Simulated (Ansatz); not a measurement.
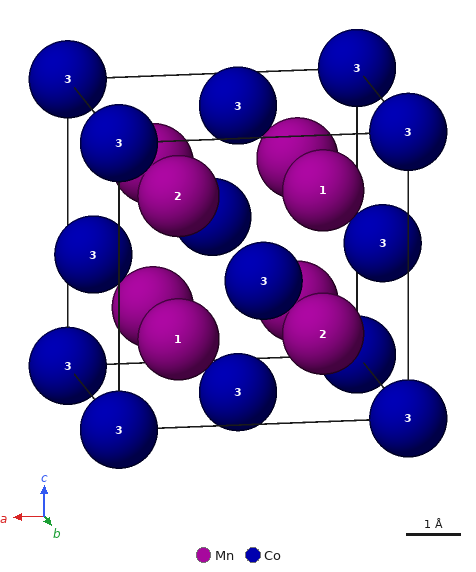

A crystal of Mn2Co (built on the fluorite_225 type), before the relaxation. The picture is a spheres-only view of the conventional cell (4 times the calculation's cell), seen from a free direction. Lengths and directions refer to the drawn axes.

Case: fluorite type (Fm-3m, No. 225).

The calculation used Ansatz 0.2.0, DFT PBE, scalar-relativistic, plane waves, PAW.

Input
```yaml
crystal:
  lattice:
    - [0.0, 2.7309159837, 2.7309159837]
    - [2.7309159837, 0.0, 2.7309159837]
    - [2.7309159837, 2.7309159837, 0.0]
  atoms:
    - { symbol: Mn, position: [0.25, 0.25, 0.25], spin: 2.7 }
    - { symbol: Mn, position: [0.75, 0.75, 0.75], spin: 2.7 }
    - { symbol: Co, position: [0.0, 0.0, 0.0], spin: 0.62 }
basis:
  ecutwfc: 420
kpoints:
  mp_grid: { grid: [14, 14, 14] }
hamiltonian:
  xc: pbe
scf:
  occupations: { method: gaussian, width: 0.1 }
output:
  forces: true
  stress: true
  eigenvalues: true
  populations: true
magnetization:
  spin_polarized: true
relax:
  adjacent_minimum: "off"
  f_tol: 0.01
  max_steps: 80
  cell: { stress_tol: 0.05 }
```

Run as
```bash
ansatz run input.yaml --threads 1 --pin off --max-ram 2560MiB --backend cpu --events-out ev --progress --plain --runs-dir out
```

> What does the optimiser find from here?

The energy falls by 2.1 meV per cell of the calculation in 4 accepted moves (6 points after the start). All forces vanish by symmetry, so only the cell relaxes. Pressure: −0.97 GPa at the start and 0.00 GPa at the end. The line search rejected the trial step at point 2 of the run. The SCF was repeated once at an unchanged geometry on a basis and grid sized afresh for the cell, which shifted the energy by 0.3 meV per cell of the calculation at most. The atoms keep their places relative to the cell (all moves are under 0.005 Å). The volume changes by −1.3 %, with a = b = c 5.462 → 5.437 Å (−0.4 %). Near-neighbour distances that change, for instance: Mn1–Mn2 2.731 → 2.719 Å, Mn1–Co3 2.365 → 2.354 Å. The space group stays Fm-3m (No. 225).

Final geometry:

```
Mn Co
1.0
     0.00000    2.71874    2.71874
     2.71874    0.00000    2.71874
     2.71874    2.71874    0.00000
Mn Co
2 1
Direct
  0.25000 0.25000 0.25000
  0.75000 0.75000 0.75000
  0.00000 0.00000 0.00000
```
